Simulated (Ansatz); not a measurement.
H4OSi

Input

```
crystal:
  periodic: [false, false, false]
  atoms:
    - {symbol: O, position_ang: [1.300431, -0.077596, 0.716587]}
    - {symbol: Si, position_ang: [0.033441, -1.065340, 0.216267]}
    - {symbol: H, position_ang: [1.431065, 0.725840, 0.184343]}
    - {symbol: H, position_ang: [-1.299920, -0.359603, 0.267337]}
    - {symbol: H, position_ang: [0.224149, -1.575971, -1.191357]}
    - {symbol: H, position_ang: [0.020545, -2.222349, 1.167474]}
basis:
  gaussian: {orbitals: def2-TZVPD}
hamiltonian: {xc: pbe0}
output: {forces: true, orbitals: {seedname: orbitals}}
```

Command:

```sh
ansatz run input.yaml --threads 1 --pin off --max-ram 2610MiB --events-out events.jsonl --progress --plain --runs-dir runs
```

Geometry: PBE-D3(BJ)/def2-SVP.

These are results of Ansatz, isolated molecule in a Gaussian basis; Kohn-Sham density functional theory, functional PBE0, not measurements.

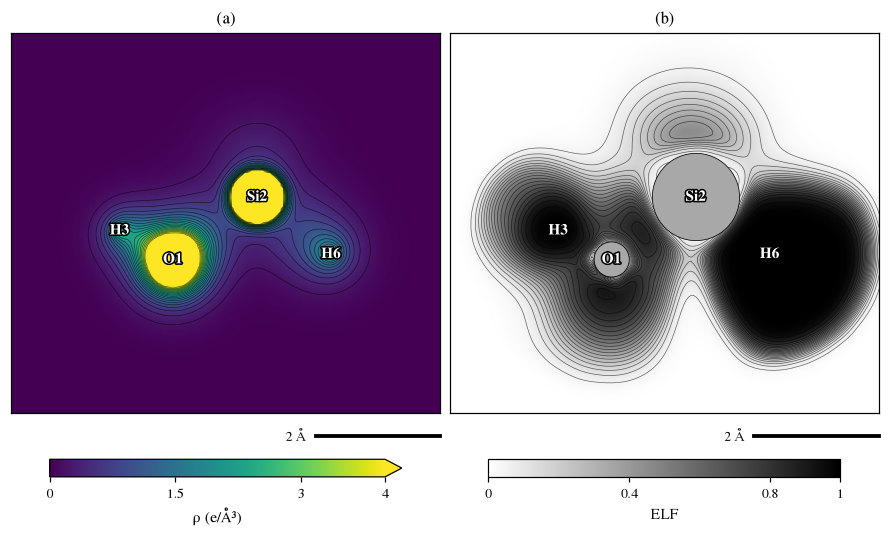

Figure 1. (a) electron density; (b) electron localisation function on the plane of atoms Si2, O1 and H3. Grey discs cover the atomic cores in the ELF map.

Interpret the plot.

- The section cuts through O, Si and H sites.
- Si–O (1.68 Å): ρ is about 1.1 e/Å³ halfway; the ELF peaks at about 0.85 between the atoms; a polar covalent bond.
- O–H (0.97 Å): the density is about 3.6 e/Å³ at the midpoint; the ELF climbs to about 1 towards the hydrogen, as it does in any bond to H (an ordinary covalent bond to hydrogen).
- Si–H (1.50 Å): ρ at the midpoint is about 0.81 e/Å³; the ELF climbs to about 1 towards the hydrogen.
- The ELF also peaks beside O1, away from the bonds: lone-pair regions.

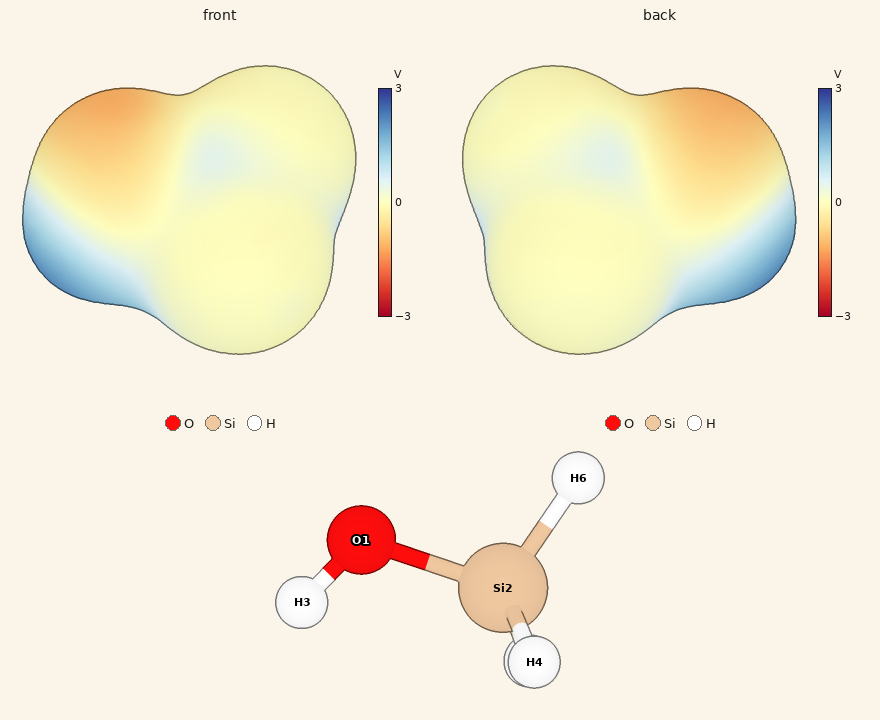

Figure 2. The molecular electrostatic potential painted on the density surface at 0.001 e/bohr³, seen from the front and from behind; red is negative and blue positive. The bare structure is drawn below in the same view.

Where is the surface potential most negative and most positive?

The most negative region (about −1.1 V) lies over O1, the most positive (about +2.1 V) over H3. O1 is the likeliest acceptor of a hydrogen bond.

How polar is the molecule by this calculation?

Its dipole moment is 1.33 D.

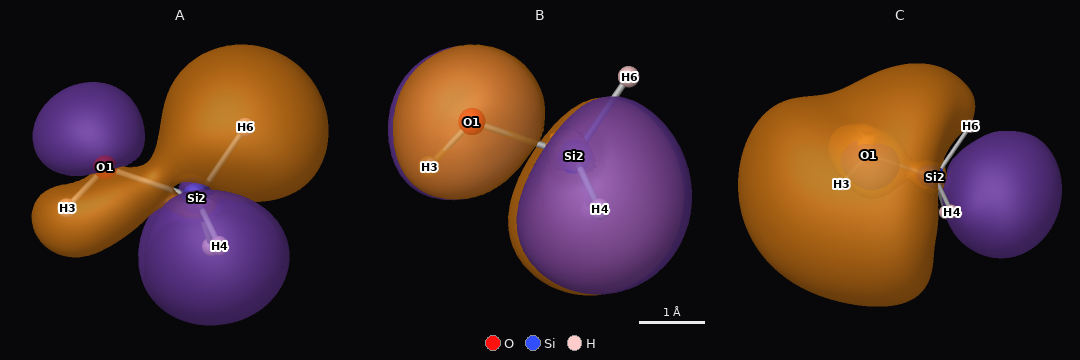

Figure 3. Three frontier orbitals at ±0.05 Å⁻³ᐟ² (orange and purple are the two phases), in no order.

Which picture is the HOMO−1, the HOMO and the LUMO?

A is the HOMO−1 (−9.40 eV). It lies mainly on Si2 (about 35 %), H6 (about 25 %), O1 (about 20 %), H4 (about 10 %) and H5 (about 10 %). B is the HOMO (−8.77 eV). By Hirshfeld shares it lies mainly on O1 (about 40 %), Si2 (about 25 %), H4 (about 15 %) and H5 (about 15 %). C is the LUMO (−0.39 eV). By Hirshfeld shares it lies mainly on Si2 (about 45 %), H3 (about 30 %) and O1 (about 15 %).

What is the HOMO–LUMO gap?

8.38 eV between the orbital energies.
